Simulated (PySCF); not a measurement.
# C$_{5}$H$_{15}$OPSi: what the fields show

```json
{"atom": "C", "x (Å)": "3.5708", "y (Å)": "-0.0003", "z (Å)": "-0.1073"}
{"atom": "C", "x (Å)": "2.4693", "y (Å)": "-0.8395", "z (Å)": "-0.7506"}
{"atom": "O", "x (Å)": "1.2684", "y (Å)": "-0.8662", "z (Å)": "-0.0155"}
{"atom": "C", "x (Å)": "0.5245", "y (Å)": "0.3365", "z (Å)": "0.0104"}
{"atom": "Si", "x (Å)": "-1.0917", "y (Å)": "-0.2006", "z (Å)": "0.8994"}
{"atom": "P", "x (Å)": "-0.6269", "y (Å)": "-2.3839", "z (Å)": "0.9971"}
{"atom": "C", "x (Å)": "-2.6474", "y (Å)": "0.3667", "z (Å)": "-0.0661"}
{"atom": "C", "x (Å)": "-2.8318", "y (Å)": "1.8809", "z (Å)": "-0.0708"}
{"atom": "H", "x (Å)": "4.4975", "y (Å)": "-0.1349", "z (Å)": "-0.6589"}
{"atom": "H", "x (Å)": "3.7219", "y (Å)": "-0.3147", "z (Å)": "0.9226"}
{"atom": "H", "x (Å)": "3.3132", "y (Å)": "1.0565", "z (Å)": "-0.1177"}
{"atom": "H", "x (Å)": "2.2717", "y (Å)": "-0.4745", "z (Å)": "-1.7713"}
{"atom": "H", "x (Å)": "2.7835", "y (Å)": "-1.8853", "z (Å)": "-0.8072"}
{"atom": "H", "x (Å)": "1.0593", "y (Å)": "1.1203", "z (Å)": "0.5562"}
{"atom": "H", "x (Å)": "0.3599", "y (Å)": "0.6997", "z (Å)": "-1.0131"}
{"atom": "H", "x (Å)": "-1.1361", "y (Å)": "0.3799", "z (Å)": "2.2531"}
{"atom": "H", "x (Å)": "-0.8346", "y (Å)": "-2.6164", "z (Å)": "-0.3515"}
{"atom": "H", "x (Å)": "-1.9176", "y (Å)": "-2.7957", "z (Å)": "1.3094"}
{"atom": "H", "x (Å)": "-3.5303", "y (Å)": "-0.0978", "z (Å)": "0.3748"}
{"atom": "H", "x (Å)": "-2.5953", "y (Å)": "0.0105", "z (Å)": "-1.0973"}
{"atom": "H", "x (Å)": "-3.7199", "y (Å)": "2.1592", "z (Å)": "-0.6355"}
{"atom": "H", "x (Å)": "-1.9723", "y (Å)": "2.3716", "z (Å)": "-0.5210"}
{"atom": "H", "x (Å)": "-2.9409", "y (Å)": "2.2551", "z (Å)": "0.9436"}
```

Geometry: GFN2-xTB.

Level of theory: PBE0/pcSseg-1, SCF density, gas phase, non-relativistic (PySCF).

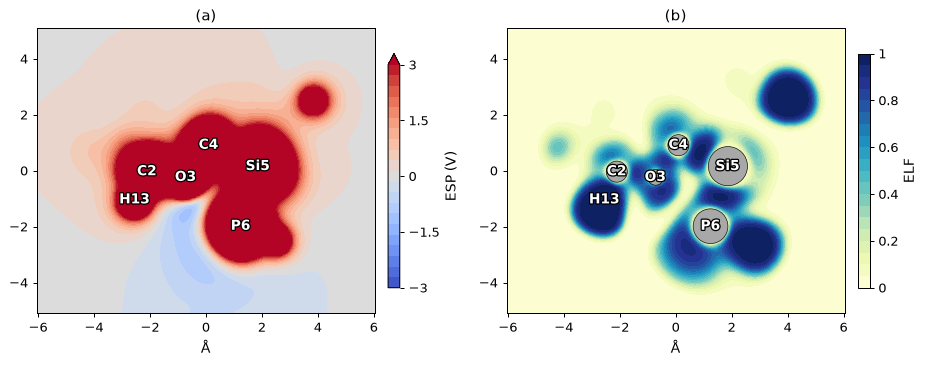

Figure 1. (a) electrostatic potential; (b) ELF on the plane of atoms C4, Si5 and P6. Grey discs cover the atomic cores in the ELF map.

### Read the bonding off the picture.

The plane passes through C, O, Si, P and H nuclei. C–O (1.41 Å): the ELF peaks at about 0.90 between the atoms, as expected for a polar covalent bond. C–Si (1.92 Å): the ELF peaks at about 1 between the atoms: localised, covalent bonding. Si–P (2.23 Å): the ELF peaks at about 0.95 between the atoms: a shared electron pair. C–H (1.09 Å): the ELF climbs to about 1 towards the hydrogen, as it does in any bond to H; a covalent bond by its length. The ELF also peaks beside P6, away from the bonds: lone-pair regions. Outside the dense part of the molecule the potential is most negative (−1.2 V) near O3.

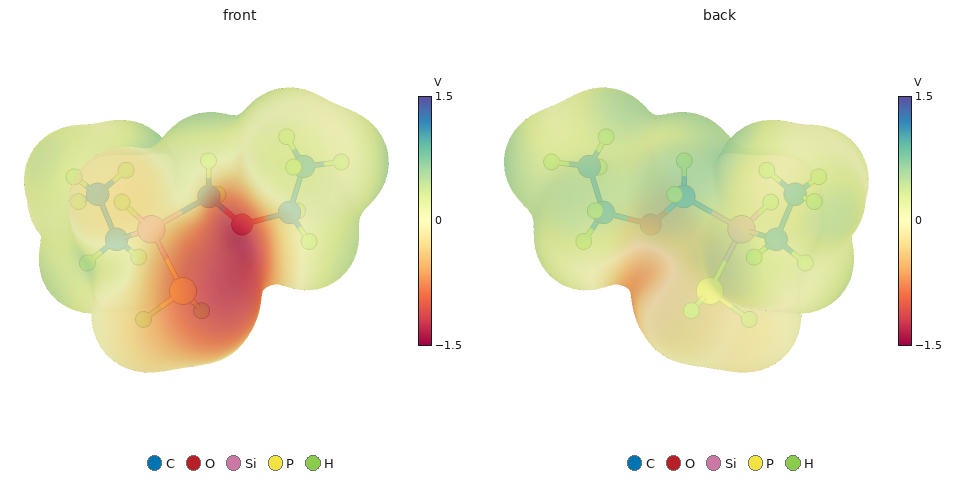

Figure 2. The electrostatic potential painted on the density surface at 0.001 e/bohr³, seen from the front and from behind; the colour scale runs from red (negative) to blue (positive).

### Describe the electrostatic potential map.

The most negative region (about −1.3 V) lies over O3 and P6, the most positive (about +0.6 V) over the C, H and Si atoms.

### How polar is the molecule by this calculation?

Its dipole moment is 2.50 D.
